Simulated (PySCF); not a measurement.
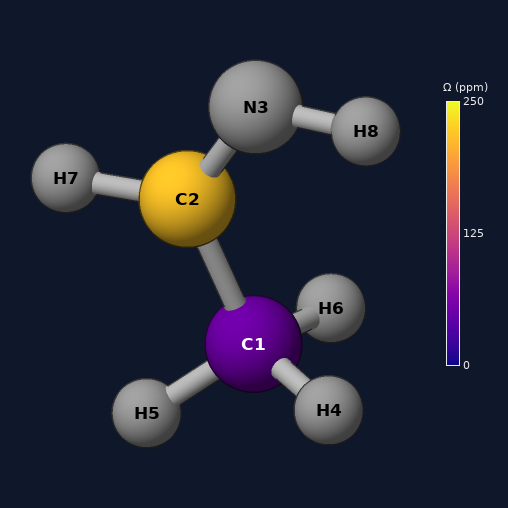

The C atoms are coloured by the span of their shielding tensor. Geometry: a frame of a GFN2-xTB molecular-dynamics simulation, not a minimum. Properties computed with GIAO PBE0/pcSseg-1 NMR shielding, non-relativistic, gas phase (PySCF 2.14.0). Principal shieldings σ11 ≤ σ22 ≤ σ33, span Ω = σ33 − σ11, skew κ = 3(σiso − σ22)/Ω.

Question: Which C atom has the most anisotropic shielding?

Answer: C2, with a span of 219 ppm.

Give the shielding tensors of the C atoms.

```
atom    σ11    σ22    σ33   σiso      Ω      κ
  C1  132.0  145.5  185.4  154.3   53.4   0.49
  C2  −93.6   28.5  125.7   20.2  219.3  −0.11
```

Shieldings and span in ppm.
